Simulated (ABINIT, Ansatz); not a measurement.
## A GW run on CdSe (F-43m) in ABINIT, with inputs changed

What do changed inputs do to GW on CdSe (F-43m)?

Program: ABINIT 10.8.3. Level of theory: PBE and many-body steps on it, plane waves. Results are calculated unless marked as measured.

### Step 1. Starting point

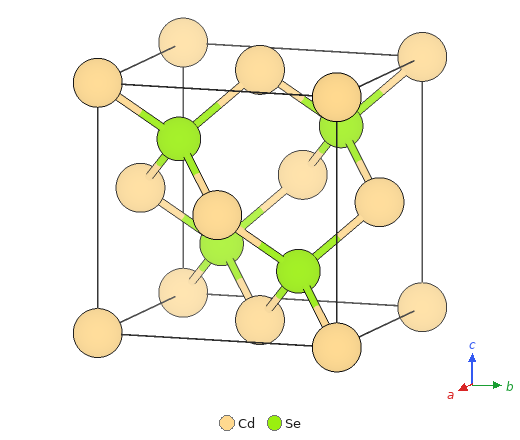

The starting structure, seen slightly off an axis (cadmium orange, selenium green). This picture shows the conventional cell, with its axes. Bonds to atoms that aren't drawn are left out. Some periodic images of atoms are drawn too.

 The runs that relaxed it are not among those shown.

### Step 2. Screening, 4×4×4 mesh, 167 bands, screening to 176.9 eV

This step: ABINIT 10.8.3; RPA screening on PBE, plane waves, norm-conserving pseudopotentials.

The RPA dielectric matrix is built and inverted for each q.

Input file run.abi:

```
acell 3*1.0 Angstrom
rprim 
  0.000000000000 3.025000000000 3.025000000000
  3.025000000000 0.000000000000 3.025000000000
  3.025000000000 3.025000000000 0.000000000000
ntypat 2
znucl 48 34
natom 2
typat 1 2
xred 
  0.000000000000 0.000000000000 0.000000000000
  0.750000000000 0.750000000000 0.750000000000
pp_dirpath "pseudos"
pseudos "Cd.upf, Se.upf"
ecut 48
ngkpt 4 4 4
nshiftk 1
shiftk 0 0 0
kptopt 1
chksymbreak 0
istwfk *1
occopt 1
irdwfk 1
optdriver 3
nband 167
ecuteps 6.5
inclvkb 2
awtr 1
symchi 1
indata_prefix "in"
outdata_prefix "out"
tmpdata_prefix "tmp"
```

The run is started by

```
OMP_NUM_THREADS=1 mpirun -n 4 abinit run.abi > log
```

Output:

```text
.Version 10.8.3 of ABINIT. v10.8.2 released Aug 2026.

 Symmetries : space group F-4 3 m (#216); Bravais cF (face-center cubic)
[... echo of the input left out ...]
== DATASET  1 ==================================================================
-   mpi_nproc: 4, omp_nthreads: 1 (-1 if OMP is not activated)

--- !DatasetInfo
iteration_state: {dtset: 1, }
dimensions: {natom: 2, nkpt: 8, mband: 167, nsppol: 1, nspinor: 1, nspden: 1, mpw: 5961, }
cutoff_energies: {ecut:  48.0, pawecutdg:  -1.0, }
electrons: {nelect:   4.40000000E+01, charge:   0.00000000E+00, occopt:   1.00000000E+00, tsmear:   1.00000000E-02, }

 SCREENING: Calculation of the susceptibility and dielectric matrices

 Based on a program developped by R.W. Godby, V. Olevano, G. Onida, and L. Reining.
 Incorporated in ABINIT by V. Olevano, G.-M. Rignanese, and M. Torrent.
.Using double precision arithmetic ; gwpc =  8

[... cell and pseudopotentials left out ...]
--------------------------------------------------------------------------------

 ==== K-mesh for the wavefunctions ====
 Number of points in the irreducible wedge :     8
[... list of points left out ...]
 Together with 24 symmetry operations and time-reversal symmetry
 yields    64 points in the full Brillouin Zone.

 ==== Q-mesh for the screening function ====
 Number of points in the irreducible wedge :     8
[... list of points left out ...]
 Together with 24 symmetry operations and time-reversal symmetry
 yields    64 points in the full Brillouin Zone.

 setmesh: FFT mesh size selected  =    36x   36x   36
          total number of points  =        46656

 vcoul_init : cutoff-mode = AUXILIARY_FUNCTION
 q-points for optical limit:   1
     1)      0.000010    0.000020    0.000030

- screening: taking advantage of time-reversal symmetry
- Maximum band index for partially occupied states nbvw = 22
- Remaining bands to be divided among processors   nbcw = 145
- Number of bands treated by each node ~36

 Number of electrons calculated from density =   44.0000; Expected =   44.0000
 average of density, n =  0.117774
 r_s =    1.2656
 omega_plasma =   33.1040 [eV]

 calculating chi0 at frequencies [eV] :
  1    0.000000E+00    0.000000E+00
  2    0.000000E+00    3.310401E+01

--------------------------------------------------------------------------------
  q-point number  1        q = ( 0.000000, 0.000000, 0.000000) [r.l.u.]
--------------------------------------------------------------------------------
[... chi0 elements left out ...]
 For q-point:  0.000010 0.000020 0.000030
  dielectric constant =  36.9347
  dielectric constant without local fields =  38.3291

  Average fulfillment of the sum rule on Im[epsilon] for q-point    1 :     54.36  [%]
[... wings left out ...]
  q-point number  2        q = ( 0.250000, 0.000000, 0.000000) [r.l.u.]
--------------------------------------------------------------------------------
[... chi0 elements left out ...]
  Average fulfillment of the sum rule on Im[epsilon] for q-point    2 :     62.25  [%]

 [... 6 further q-points ...]
```

Elapsed: 2.4 min, on 4 MPI ranks of Arm Neoverse V1, shared host; peak memory 1.9 GiB; 9.6 min of CPU time.

This step gave:

```yaml
eps_infinity_with_local_fields_on_this_mesh_along_the_program_s_q_direction: 36.93
the_same_without_local_fields: 38.33
plasma_frequency: 33.10 eV
plane_waves_in_the_screening_matrix: 307
```

Local fields lower ε∞ by 4 %.

### Step 3. Base

The self-energy is evaluated for the states that the input lists, and the levels follow from it, in one-shot runs by the linearised quasiparticle equation.

This step: G0W0 on PBE, plane waves, norm-conserving pseudopotentials.

Edit run.abi of step 2 so:

```diff
@@ -23,8 +23,15 @@
 irdwfk 1
-optdriver 3
+optdriver 4
 nband 167
+gwcalctyp 0
+ecutsigx 48
+symsigma 1
+nkptgw 1
+kptgw 
+  0.0000000000 0.0000000000 0.0000000000
+bdgw 
+  20 26
 ecuteps 6.5
-inclvkb 2
-awtr 1
-symchi 1
+irdscr 1
+ppmodel 1
 indata_prefix "in"
```

Output:

```text
.Version 10.8.3 of ABINIT. v10.8.2 released Aug 2026.

 Symmetries : space group F-4 3 m (#216); Bravais cF (face-center cubic)
[... echo of the input left out ...]
== DATASET  1 ==================================================================
-   mpi_nproc: 4, omp_nthreads: 1 (-1 if OMP is not activated)

--- !DatasetInfo
iteration_state: {dtset: 1, }
dimensions: {natom: 2, nkpt: 8, mband: 167, nsppol: 1, nspinor: 1, nspden: 1, mpw: 5961, }
cutoff_energies: {ecut:  48.0, pawecutdg:  -1.0, }
electrons: {nelect:   4.40000000E+01, charge:   0.00000000E+00, occopt:   1.00000000E+00, tsmear:   1.00000000E-02, }

 SIGMA: Calculation of the GW corrections

 Based on a program developped by R.W. Godby, V. Olevano, G. Onida, and L. Reining.
 Incorporated in ABINIT by V. Olevano, G.-M. Rignanese, and M. Torrent.
.Using double precision arithmetic ; gwpc =  8

[... cell and pseudopotentials left out ...]
--------------------------------------------------------------------------------

 ==== K-mesh for the wavefunctions ====
 Number of points in the irreducible wedge :     8
[... list of points left out ...]
 Together with 24 symmetry operations and time-reversal symmetry
 yields    64 points in the full Brillouin Zone.

 ==== Q-mesh for screening function ====
 Number of points in the irreducible wedge :     8
[... list of points left out ...]
 Together with 24 symmetry operations and time-reversal symmetry
 yields    64 points in the full Brillouin Zone.

 vcoul_init : cutoff-mode = AUXILIARY_FUNCTION
 q-points for optical limit:   1
     1)      0.000010    0.000020    0.000030
 setmesh: FFT mesh size selected  =    54x   54x   54
          total number of points  =       157464

 Number of electrons calculated from density =   44.0000; Expected =   44.0000
 average of density, n =  0.117774
 r_s =    1.2656
 omega_plasma =   33.1040 [eV]

 === KS Band Gaps ===
  >>>> For spin  1
   Minimum direct gap =   0.6395 [eV], located at k-point      :   0.0000  0.0000  0.0000
   Fundamental gap    =   0.6395 [eV], Top of valence bands at :   0.0000  0.0000  0.0000
                                       Bottom of conduction at :   0.0000  0.0000  0.0000
 SIGMA fundamental parameters:
 PLASMON POLE MODEL  1
 number of plane-waves for SigmaX                 5961
 number of plane-waves for SigmaC and W            307
 number of plane-waves for wavefunctions          5961
 number of bands                                   167
 number of independent spin polarizations            1
 number of spinorial components                      1
 number of k-points in IBZ                           8
 number of q-points in IBZ                           8
 number of symmetry operations                      24
 number of k-points in BZ                           64
 number of q-points in BZ                           64
 number of frequencies for dSigma/dE                 9
 frequency step for dSigma/dE [eV]                0.25
 number of omega for Sigma on real axis              0
 max omega for Sigma on real axis  [eV]           0.00
 zcut for avoiding poles [eV]                     0.10

 EPSILON^-1 parameters (SCR file):
 dimension of the eps^-1 matrix on file            307
 dimension of the eps^-1 matrix used               307
 number of plane-waves for wavefunctions          5961
 number of bands                                   167
 number of q-points in IBZ                           8
 number of frequencies                               2
 number of real frequencies                          1
 number of imag frequencies                          1

 matrix elements of self-energy operator (all in [eV])

 Perturbative Calculation

--- !SelfEnergy_ee
iteration_state: {dtset: 1, }
kpoint     : [   0.000,    0.000,    0.000, ]
spin       : 1
KS_gap     :    0.639
QP_gap     :    1.270
Delta_QP_KS:    0.630
data: !SigmaeeData |
     Band     E0 <VxcDFT>   SigX SigC(E0)      Z dSigC/dE  Sig(E)    E-E0       E
       20   5.059 -16.086 -18.642   1.809   0.796  -0.256 -16.680  -0.594   4.465
       21   5.059 -16.086 -18.642   1.809   0.796  -0.256 -16.680  -0.594   4.465
       22   5.059 -16.086 -18.642   1.809   0.796  -0.256 -16.680  -0.594   4.465
       23   5.698 -11.738  -8.049  -3.645   0.817  -0.224 -11.702   0.036   5.734
       24  11.007 -10.496  -5.875  -4.374   0.813  -0.230 -10.296   0.200  11.207
       25  11.007 -10.496  -5.875  -4.374   0.813  -0.230 -10.296   0.200  11.207
       26  11.007 -10.496  -5.875  -4.374   0.813  -0.230 -10.296   0.200  11.207

== END DATASET(S) ==============================================================
================================================================================

 -outvars: echo values of variables after computation  --------
           etotal      0.0000000000E+00
            nband         167
             nkpt           8
          spgroup         216
 [... the other variables as echoed above ...]

 Calculation completed.
```

The job ended after 15 s (4 MPI ranks; peak memory 1.7 GiB).

This step gave:

```
G0W0 gap on the points computed              : 1.269 eV
starting gap on the mesh                     : 0.6395 eV
k of the valence top                         : 0, 0, 0
k of the conduction bottom                   : 0, 0, 0
Z at the valence top                         : 0.796
Z at the conduction bottom                   : 0.817
least direct G0W0 gap on the computed points : 1.269 eV
```

The gap on the mesh goes from 0.64 eV to 1.27 eV, a correction of +0.63 eV.

### Step 4. Broadening of the poles

Edit run.abi of step 3 so:

```diff
@@ -36,2 +36,3 @@
 ppmodel 1
+zcut 0.5 eV
 indata_prefix "in"
```

Output:

```text
.Version 10.8.3 of ABINIT. v10.8.2 released Aug 2026.

 Symmetries : space group F-4 3 m (#216); Bravais cF (face-center cubic)
[... echo of the input left out ...]
== DATASET  1 ==================================================================
-   mpi_nproc: 4, omp_nthreads: 1 (-1 if OMP is not activated)

--- !DatasetInfo
iteration_state: {dtset: 1, }
dimensions: {natom: 2, nkpt: 8, mband: 167, nsppol: 1, nspinor: 1, nspden: 1, mpw: 5961, }
cutoff_energies: {ecut:  48.0, pawecutdg:  -1.0, }
electrons: {nelect:   4.40000000E+01, charge:   0.00000000E+00, occopt:   1.00000000E+00, tsmear:   1.00000000E-02, }

 SIGMA: Calculation of the GW corrections

 Based on a program developped by R.W. Godby, V. Olevano, G. Onida, and L. Reining.
 Incorporated in ABINIT by V. Olevano, G.-M. Rignanese, and M. Torrent.
.Using double precision arithmetic ; gwpc =  8

[... cell and pseudopotentials left out ...]
--------------------------------------------------------------------------------

 ==== K-mesh for the wavefunctions ====
 Number of points in the irreducible wedge :     8
[... list of points left out ...]
 Together with 24 symmetry operations and time-reversal symmetry
 yields    64 points in the full Brillouin Zone.

 ==== Q-mesh for screening function ====
 Number of points in the irreducible wedge :     8
[... list of points left out ...]
 Together with 24 symmetry operations and time-reversal symmetry
 yields    64 points in the full Brillouin Zone.

 vcoul_init : cutoff-mode = AUXILIARY_FUNCTION
 q-points for optical limit:   1
     1)      0.000010    0.000020    0.000030
 setmesh: FFT mesh size selected  =    54x   54x   54
          total number of points  =       157464

 Number of electrons calculated from density =   44.0000; Expected =   44.0000
[...]
number of q-points in BZ                           64
 number of frequencies for dSigma/dE                 9
 frequency step for dSigma/dE [eV]                0.25
 number of omega for Sigma on real axis              0
 max omega for Sigma on real axis  [eV]           0.00
 zcut for avoiding poles [eV]                     0.50

 EPSILON^-1 parameters (SCR file):
 dimension of the eps^-1 matrix on file            307
 dimension of the eps^-1 matrix used               307
 number of plane-waves for wavefunctions          5961
 number of bands                                   167
 number of q-points in IBZ                           8
 number of frequencies                               2
 number of real frequencies                          1
 number of imag frequencies                          1

 matrix elements of self-energy operator (all in [eV])

 Perturbative Calculation

--- !SelfEnergy_ee
iteration_state: {dtset: 1, }
kpoint     : [   0.000,    0.000,    0.000, ]
spin       : 1
KS_gap     :    0.639
QP_gap     :    1.270
Delta_QP_KS:    0.630
data: !SigmaeeData |
     Band     E0 <VxcDFT>   SigX SigC(E0)      Z dSigC/dE  Sig(E)    E-E0       E
       20   5.059 -16.086 -18.642   1.809   0.796  -0.256 -16.680  -0.594   4.465
       21   5.059 -16.086 -18.642   1.809   0.796  -0.256 -16.680  -0.594   4.465
       22   5.059 -16.086 -18.642   1.809   0.796  -0.256 -16.680  -0.594   4.465
       23   5.698 -11.738  -8.049  -3.645   0.817  -0.224 -11.702   0.036   5.734
       24  11.007 -10.496  -5.875  -4.374   0.813  -0.230 -10.295   0.200  11.207
       25  11.007 -10.496  -5.875  -4.374   0.813  -0.230 -10.295   0.200  11.207
       26  11.007 -10.496  -5.875  -4.374   0.813  -0.230 -10.295   0.200  11.207

== END DATASET(S) ==============================================================
================================================================================

 -outvars: echo values of variables after computation  --------
           etotal      0.0000000000E+00
            nband         167
             nkpt           8
          spgroup         216
 [... the other variables as echoed above ...]

 Calculation completed.
```

The job ended after 16 s (4 MPI ranks; peak memory 1.6 GiB).

This step gave:

```yaml
g0w0_gap_on_the_points_computed: 1.269 eV
starting_gap_on_the_mesh: 0.6395 eV
k_of_the_valence_top: 0, 0, 0
k_of_the_conduction_bottom: 0, 0, 0
z_at_the_valence_top: 0.796
z_at_the_conduction_bottom: 0.817
least_direct_g0w0_gap_on_the_computed_points: 1.269 eV
```

Against G0W0 in ABINIT (4×4×4 mesh, 167 bands, screening to 176.9 eV, Godby-Needs plasmon pole), the gap moves by +0.000 eV.

### Step 5. Exchange cutoff of one hartree

Edit run.abi of step 4 so:

```diff
@@ -26,3 +26,3 @@
 gwcalctyp 0
-ecutsigx 48
+ecutsigx 1
 symsigma 1
@@ -36,3 +36,2 @@
 ppmodel 1
-zcut 0.5 eV
 indata_prefix "in"
```

Output:

```text
.Version 10.8.3 of ABINIT. v10.8.2 released Aug 2026.

 Symmetries : space group F-4 3 m (#216); Bravais cF (face-center cubic)
[... echo of the input left out ...]
== DATASET  1 ==================================================================
-   mpi_nproc: 4, omp_nthreads: 1 (-1 if OMP is not activated)

--- !DatasetInfo
iteration_state: {dtset: 1, }
dimensions: {natom: 2, nkpt: 8, mband: 167, nsppol: 1, nspinor: 1, nspden: 1, mpw: 5961, }
cutoff_energies: {ecut:  48.0, pawecutdg:  -1.0, }
electrons: {nelect:   4.40000000E+01, charge:   0.00000000E+00, occopt:   1.00000000E+00, tsmear:   1.00000000E-02, }

 SIGMA: Calculation of the GW corrections

 Based on a program developped by R.W. Godby, V. Olevano, G. Onida, and L. Reining.
 Incorporated in ABINIT by V. Olevano, G.-M. Rignanese, and M. Torrent.
.Using double precision arithmetic ; gwpc =  8

[... cell and pseudopotentials left out ...]
--------------------------------------------------------------------------------

 ==== K-mesh for the wavefunctions ====
 Number of points in the irreducible wedge :     8
[... list of points left out ...]
 Together with 24 symmetry operations and time-reversal symmetry
 yields    64 points in the full Brillouin Zone.

 ==== Q-mesh for screening function ====
 Number of points in the irreducible wedge :     8
[... list of points left out ...]
 Together with 24 symmetry operations and time-reversal symmetry
 yields    64 points in the full Brillouin Zone.

 vcoul_init : cutoff-mode = AUXILIARY_FUNCTION
 q-points for optical limit:   1
     1)      0.000010    0.000020    0.000030
 setmesh: FFT mesh size selected  =    27x   27x   27
          total number of points  =        19683

 Number of electrons calculated from density =   44.0000; Expected =   44.0000
[...]
number of q-points in BZ                           64
 number of frequencies for dSigma/dE                 9
 frequency step for dSigma/dE [eV]                0.25
 number of omega for Sigma on real axis              0
 max omega for Sigma on real axis  [eV]           0.00
 zcut for avoiding poles [eV]                     0.10

 EPSILON^-1 parameters (SCR file):
 dimension of the eps^-1 matrix on file            307
 dimension of the eps^-1 matrix used                15
 number of plane-waves for wavefunctions          5961
 number of bands                                   167
 number of q-points in IBZ                           8
 number of frequencies                               2
 number of real frequencies                          1
 number of imag frequencies                          1

 matrix elements of self-energy operator (all in [eV])

 Perturbative Calculation

--- !SelfEnergy_ee
iteration_state: {dtset: 1, }
kpoint     : [   0.000,    0.000,    0.000, ]
spin       : 1
KS_gap     :    0.639
QP_gap     :   -0.586
Delta_QP_KS:   -1.225
data: !SigmaeeData |
     Band     E0 <VxcDFT>   SigX SigC(E0)      Z dSigC/dE  Sig(E)    E-E0       E
       20   5.059 -16.086 -12.644   2.385   0.818  -0.223 -11.322   4.764   9.823
       21   5.059 -16.086 -12.644   2.385   0.818  -0.223 -11.322   4.764   9.823
       22   5.059 -16.086 -12.644   2.385   0.818  -0.223 -11.322   4.764   9.823
       23   5.698 -11.738  -4.192  -3.279   0.829  -0.206  -8.199   3.539   9.238
       24  11.007 -10.496  -3.536  -3.866   0.824  -0.214  -7.947   2.549  13.556
       25  11.007 -10.496  -3.536  -3.866   0.824  -0.214  -7.947   2.549  13.556
       26  11.007 -10.496  -3.536  -3.866   0.824  -0.214  -7.947   2.549  13.556

== END DATASET(S) ==============================================================
================================================================================

 -outvars: echo values of variables after computation  --------
           etotal      0.0000000000E+00
            nband         167
             nkpt           8
          spgroup         216
 [... the other variables as echoed above ...]

 Calculation completed.
```

Elapsed: 3.8 s, on 4 MPI ranks; peak memory 0.95 GiB.

The run ended normally, though the input holds a fault or crude settings.

The fault put into this input: exchange cutoff of one hartree. It printed a gap of -0.59 eV, an artefact of the input.

### Step 6. Side by side

Times are wall times on 4 MPI ranks of Arm Neoverse V1, shared host, good to a factor of about two. A run's time includes the screening step that it read.

```csv
run,mesh,bands,screening cutoff (eV),DFT gap (eV),gap on the mesh (eV),direct (eV),ε∞ used,time
base,4×4×4,167,176.9,0.639,1.269,1.269,36.93,2.6 min
broadening of the poles,4×4×4,167,176.9,0.639,1.269,1.269,36.93,2.6 min
```

### Step 7. Results

| Quantity | Value |
| --- | --- |
| base | 1.269 eV |
| broadening of the poles | 1.269 eV |
| known limits | not at the basis limit; mesh may overstate the screening; no spin-orbit coupling; coarse k mesh |

Broadening of the poles: no change against base (keys changed: zcut). Bands and cutoff are finite, so the gap is not at the basis limit. The miss can reach some tenths of an eV and take either sign; the mesh is an error of its own. In the G0W0 runs levels were corrected at 1 k point alone, so a gap called «on the mesh» is the least over those, and an edge elsewhere would be missed. The 4×4×4 mesh is coarse for this cell, which bears on the long-range parts of exchange and screening. The RPA ε∞ on this mesh reaches over 25; with a narrow direct gap a coarse mesh can overstate it, and the correction is then too small. The many-body steps are scalar-relativistic: spin-orbit coupling is not in them.

[Paths, hosts, dates, memory and timing lines, banners, echoed tables and standing remarks are left out of the program output.]

[Logs are printed without paths, hosts, clocks, repeated set-up lines and the standing remarks that a program may print on its own settings, such as how far it seeks lower states.]

[Runs of the session that timed out or met a known fault of the program may be left out.]

[Hosts, paths, dates, database ids (printed as entryN), source tags and the programs' standing remarks are cut or masked in the printed files.]

[G0W0 gaps are taken among the corrected bands and points alone; a level outside them can change the order at an edge.]

[Where Ansatz stands beside ABINIT at settings called matched, ABINIT's density can come from a denser mesh and the files from another edition; pairs whose starting gaps differed by over 0.03 eV were left out, so agreement reads better than it is.]
